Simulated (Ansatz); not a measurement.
# Charge trapping in H-capped Ge nanowire along [112] (352 atoms): runs compared

Does an extra electron or hole in H-capped Ge nanowire along [112] (352 atoms) stay spread out, or do the atoms trap it?

Computed with Ansatz 0.2.0: Kohn-Sham DFT, PBE, PAW (set soft_2), plane waves.

**1. The cell as built**

The cell holds 352 atoms: 240 Ge and 112 H. Cell: a = 36.503 Å, b = 38.743 Å, c = 13.859 Å, α = 90.0°, β = 90.0°, γ = 90.0°. It derives from Ge (diamond-structure). Diamond section of size parameter 14.03 Å cut from diamond-structure Ge (a = 5.658 Å) along [112], 2 periods, broken bonds capped with H, 12 Å of vacuum. Regions: wire, 240 atoms (240 Ge); hydrogen, 112 atoms (112 H). Vacuum lies along a and b. The structure repeats along c.

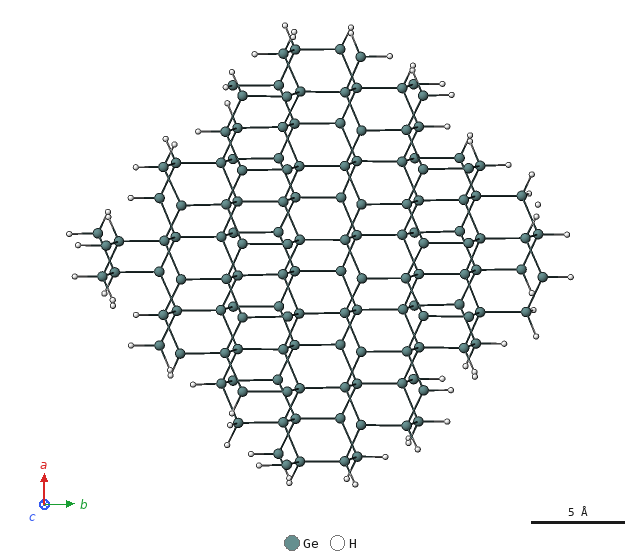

The cell as built. Drawn is a slice 8 Å thick, seen along the normal of the ab plane. Bonds to atoms that aren't drawn are left out.

What the set-up can't give: Sampling is at Γ alone, for a cell whose periodic width is 14 Å.

**2. The reference run**

The reference is a single point at the end of the relaxation.

The charged cells start from the geometry of this run, on a uniform background, with spin and a narrow Fermi–Dirac smearing.

Its input, with most atom lines left out:

```yaml
crystal:
  lattice:
    - [36.50294, 0.0, 0.0]
    - [0.0, 38.7432, 0.0]
    - [0.0, 0.0, 13.85921]
  atoms:
    - { symbol: Ge, position: [0.19334, 0.44665, 0.24934] }
    - { symbol: Ge, position: [0.19258, 0.46857, 0.4144] }
    - { symbol: Ge, position: [0.19237, 0.53175, 0.4183] }
    - { symbol: Ge, position: [0.19033, 0.54966, 0.08735] }
    - { symbol: Ge, position: [0.19332, 0.44668, 0.74928] }
    - { symbol: Ge, position: [0.19258, 0.46855, 0.91439] }
    - { symbol: Ge, position: [0.19237, 0.53174, 0.91831] }
    [... atom lines 8 to 352 left out ...]
kpoints:
  mp_grid: { grid: [1, 1, 1] }
hamiltonian:
  xc: pbe
scf:
  occupations: { method: fixed }
output:
  forces: true
  populations: true
  dos:
    method: { smearing: { sigma: 0.1 } }
    de: 0.1
    projected: { site_lists: { Ge: [Ge], H: [H] } }
  eigenvalues: true
  write_density: true
  write_potential: true
  volumetric_format: npy
  elf: true
```

| Quantity | Value |
| --- | --- |
| free energy per atom | -2933.3708 eV/atom |
| r.m.s. force component | 0.00604 eV/Å |

Filled and empty levels are parted by 0.829 eV at Γ alone; the mesh holds the band edges only if they fold onto it, so the gap at this level can be narrower or closed, and states at the surface or the caps may set it.

**3. The runs**

Each row is one run, on 1 × NVIDIA GB200 with 32 threads of Arm Neoverse V2, shared host. The free energy is the program's total, comparable only between runs with the same functional, potentials and atoms; between charge states it hangs on the program's zero of potential.

```tsv
run	atoms	outcome	ionic steps, all passes	free energy (eV)	time	host memory (GiB)	planned on the GPU (GiB)
Single point at the start	352	converged	-	-1032538.242	12 s	3.5	79
Relaxation	352	converged	6	-1032546.534	53 s	3.7	-
Single point at the relaxed geometry	352	converged	-	-1032546.534	25 s	8.5	80
An extra electron, atoms held	352	converged	-	-1032546.337	48 s	8.8	-
An extra electron, atoms relaxed	352	converged	2	-1032546.368	55 s	8.8	-
An extra electron, levels at the relaxed geometry	352	converged	-	-1032546.368	53 s	8.8	-
Neutral at the geometry of the electron	352	converged	-	-1032546.460	20 s	8.4	80
An extra hole, atoms held	352	converged	-	-1032545.597	43 s	8.8	-
An extra hole, atoms relaxed	352	converged	2	-1032545.623	36 s	5.8	-
An extra hole, levels at the relaxed geometry	352	converged	-	-1032545.623	45 s	8.9	-
Neutral at the geometry of the hole	352	converged	-	-1032546.505	21 s	8.4	80
```

In some runs the program notes that the exchange-correlation potential is rough where the density is thin and starting moments were not kept.

**4. Energies and spread of the extra charge**

Energies are differences within one cell and functional; the shift is the gain plus the neutral cell's energy at the new geometry, that is how much cheaper the vertical process becomes there. The spread is the participation number of the site moments (1/Σw², over the spin inside atomic spheres), with the atom that holds the largest share and the spin that the spheres hold in all.

```tsv
carrier	charged less neutral, atoms held (eV)	gain on relaxing (eV)	neutral cell at that geometry, less the reference (eV)	shift of the vertical energy (eV)	spread, atoms held	spread, relaxed
electron	0.197	0.031	0.074	0.105	-	-
hole	0.938	0.026	0.029	0.055	-	-
```

**5. What came out**

The extra electron gains 0.031 eV as the atoms relax: so small a gain shows no trapping at this level. The cell with the electron keeps a moment of only 0.00 μB where one unpaired electron should give 1 μB: the carrier is shared between both spins, which can hide trapping. The extra hole gains 0.026 eV as the atoms relax: so small a gain shows no trapping at this level. The cell with the hole keeps a moment of only 0.00 μB where one unpaired electron should give 1 μB: the carrier is shared between both spins, which can hide trapping. Adding the two vertical energies gives 1.13 eV, against a gap of 0.829 eV in the neutral cell. The zero of the potential cancels in this sum; the excess isn't taken apart here: charging of a small cell, filling of bands on a coarse mesh and the attraction to the background can all enter.

Caveats: Single energies of charged cells hang on the program's zero of potential. In the spin-polarised runs the search for a state of lower energy was switched off. No distortion was seeded, so a trapped state behind a barrier can't be found. Local and semilocal functionals favour spread-out charges, so trapping can be missed. Charged cells carry a uniform background, with no correction for images.

The DFT runs together took 6.8 min of wall time.

[Logs are printed without paths, hosts, clocks, repeated set-up lines and the standing remarks that a program may print on its own settings, such as how far it seeks lower states.]

[Hosts, paths, dates, database ids (printed as entryN), source tags and the programs' standing remarks are cut or masked in the printed files.]
